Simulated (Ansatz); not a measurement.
**Fields on a plane of Al2Cu (Al2Cu type, space group I4/mcm)**

```
Al2Cu
1.0
   -3.00102     3.00102     2.40723
    3.00102    -3.00102     2.40723
    3.00102     3.00102    -2.40723
Al Cu
4 2
Cartesian
  0.95391   3.95493   0.00000
  0.95391   2.04711   2.40723
  2.04711   0.95391   0.00000
  2.04711  -0.95391   2.40723
  0.00000   0.00000   1.20361
  0.00000   0.00000   3.61084
```

The slice is a (-1 1 0) plane (indices of the conventional cell) through the point (0.250, 0.250, 0.000) (fractional), spanned by u = [110] and v = [112] in vectors of this cell: u (4.81 Å) and v (8.49 Å, at 90° to u). It covers one period; positions are fractions (u, v).

Atoms on it: Cu at (0.00, 0.00); Cu at (0.50, 0.50); Cu at (0.50, 0.00); Cu at (0.00, 0.50). Other atoms lie within 1 Å of the plane.

Level of theory: PBEsol (plane waves to 420 eV, PAW, scalar-relativistic; Ansatz, a first-principles code). k mesh 12×12×12. These are valence fields of a PAW run, semicore shells included where kept as valence: close to a nucleus they are smooth pseudo fields. Al2Cu is run without spin polarisation. Al2Cu was relaxed with its symmetry unable to fall. The PAW data are Ansatz's earlier set.

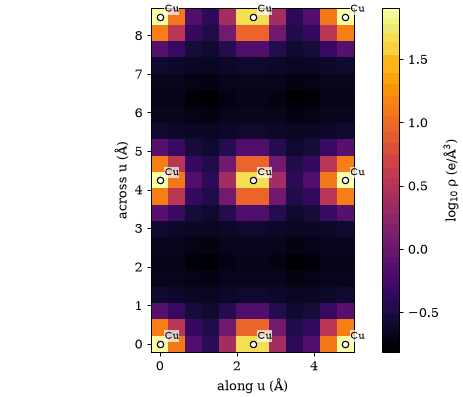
Figure: Log₁₀ of the valence density in e/Å³, one period of the plane, atoms marked. The scale is logarithmic, as a density can span decades between atoms and voids.

```
|xx00112200xxxx00221100|
|0011445522000022554411|
|5566889988555588998866|
|9999775599999999557799|
|9999331177999977113399|
|9999775599999999557799|
|5566889988555588998866|
|0011445522000022554411|
|xx00112200xxxx00221100|
|xxxx002200xxxx002200xx|
|xx00112200xxxx00221100|
|0011445522000022554411|
|5566889988555588998866|
|9999775599999999557799|
|9999331177999977113399|
|9999775599999999557799|
|5566889988555588998866|
|0011445522000022554411|
|xx00112200xxxx00221100|
|xxxx002200xxxx002200xx|
```
Scale: ten equal steps from 0.14 (start of '0') to 0.62 (end of '9'), in the order '0123456789'. Values: electron localisation function (ELF). The map has 11 points along u (two characters each, u = 0 at the left) and 20 along v (v = 0 in the bottom row). Points within 0.5 Å of a nucleus are blanked (x), as the pseudised field means little there.
